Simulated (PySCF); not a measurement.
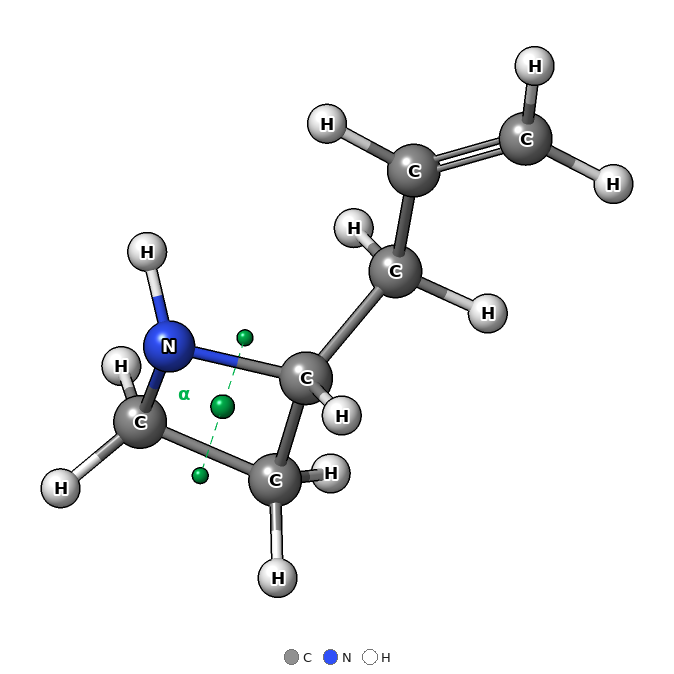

The small points mark where nucleus-independent chemical shifts (NICS) were computed: at the centre of each lettered ring and 1 Å above and below it. Geometry: an end point of a reaction path computed with GFN2-xTB. Level of theory: GIAO PBE0/pcSseg-1 NMR shielding, non-relativistic, gas phase (PySCF 2.14.0).

Give NICS(0), NICS(1) and the out-of-plane component NICS(1)zz for each ring (means of the two sides).

```json
{"ring": "α", "members": "C3N", "NICS(0)": "−0.5", "NICS(1)": "0.8", "NICS(1)zz": "3.3"}
```

Values in ppm.
